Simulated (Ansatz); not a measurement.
**SiO2 (P3_121): refractive index against wavelength**

The refractive index of SiO2 (P3_121) along x below the direct gap (6.31 eV on the mesh) is read from one computed spectrum, n = √(Re ε). x, y and z are the Cartesian axes of the input cell.

The structure is trigonal, space group P3_121 (No. 152). Conventional cell: a = 4.916 Å, b = 4.916 Å, c = 5.409 Å, α = 90.00°, β = 90.00°, γ = 120.00°. Si on site a is surrounded by 4 O at 1.61 Å. Around O on site c lie 2 Si at 1.61 Å.

Method: Ansatz 0.2.0, PBE, independent particles, k-mesh 6×6×4 with interpolation inside its cells, Gaussian parameter 0.15 eV.

Launch of the response step: `ansatz run input.yaml --threads 4 --pin off --max-ram 8192MiB --backend cpu --events-out ev --progress --plain --runs-dir out`. The run took 45 s, on 4 threads of Arm Neoverse V1 (shared host).

```
wavelength (nm)  photon energy E (eV)       n
            700                 1.771  1.6096
            633                 1.959  1.6118
            532                 2.331  1.6168
            450                 2.755  1.6239
            405                 3.061  1.6299
            365                 3.397  1.6375
            308                 4.025       ?
```

In the single-oscillator model n² − 1 = E₀E_d/(E₀² − E²), so 1/(n² − 1) = E₀/E_d − E²/(E₀E_d) is linear in E².

Working, on the rows shown:

| x = E² (eV²) | y = 1/(n² − 1) |
| --- | --- |
| 3.13716 | 0.62861 |
| 3.83641 | 0.625822 |
| 5.43137 | 0.619562 |
| 7.59115 | 0.610854 |
| 9.37179 | 0.603655 |
| 11.5384 | 0.59474 |

Means: x̄ = 6.8177, ȳ = 0.61387. Σ(x − x̄)(y − ȳ) = -0.2165, Σ(x − x̄)² = 53.76. Slope = -0.2165 / 53.76 = -0.004027; intercept = ȳ − slope · x̄ = 0.64133. Turned back into n, the line misses the rows shown by at most 0.00011.

Problem. Predict the last column of the withheld row from the fit.

Solution. At x = 16.204 the line gives y = 0.57607, that is 1.6541. The run gave 1.6548, so the extrapolation is off by 0.00075, 1.7 % of the range in the table.

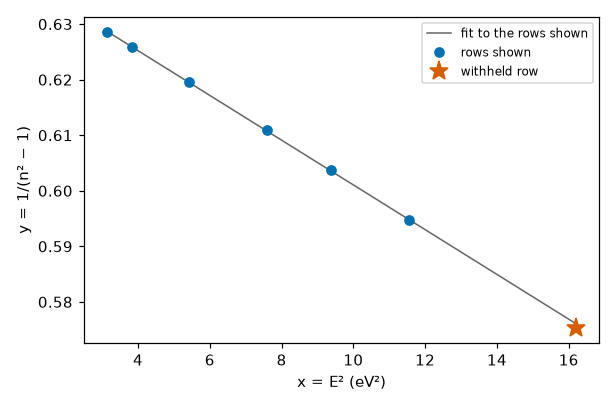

Refitted with all rows, the slope is -0.004078 and the intercept 0.64163. These give E₀ = √(intercept/−slope) = 12.54 eV and E_d = E₀/intercept = 19.5 eV; E₀ is 2.0 times the direct gap. The electronic limit at long wavelengths, without lattice vibrations, is n = √(1 + 1/intercept) = 1.600. Excitons are left out and so are local fields; PBE gaps are as a rule too small.

[Logs are printed without paths, hosts, clocks, repeated set-up lines and the standing remarks that a program may print on its own settings, such as how far it seeks lower states.]
